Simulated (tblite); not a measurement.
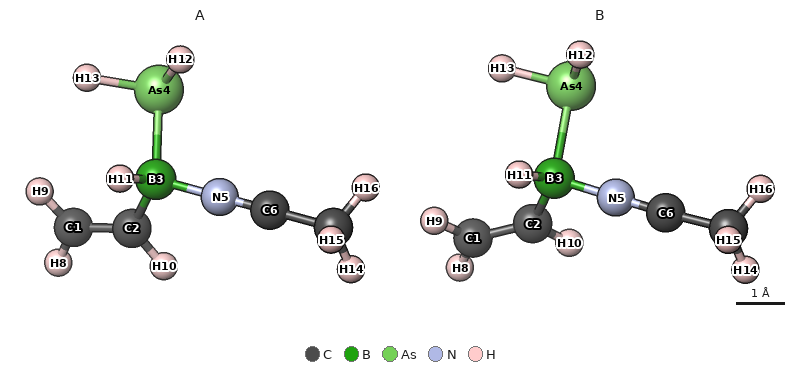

Two geometries of C4H9AsBN, drawn at one scale. One is the start of a relaxation, the other its converged end. A ball-and-stick model, seen at a tilt.

These are results of GFN2-xTB geometry optimisation, gas phase in tblite 0.8.0, not measurements. 

> Which of the two is the end point?

Structure B is the relaxed one. An H atom moves most after the best rigid fit: 0.75 Å. By element the largest moves are H 0.75 Å, As 0.27 Å, C 0.25 Å, N 0.09 Å, B 0.05 Å. Near-neighbour distances that change, for instance: As–B 2.069 → 2.145 Å, As–H 1.572 → 1.502 Å, C–C 1.469 → 1.431 Å, As–H 1.551 → 1.518 Å. Among the angles between lasting bonds that change: C–B–H 109.5° → 116.3°, As–B–N 109.3° → 103.6°, H–As–H 92.3° → 88.9°. Groups turn about B–C by about 30°. The energy falls by 0.196 eV in 97 geometry steps. Cost: 1.1 s on 1 thread of Arm Neoverse N1 (shared host).
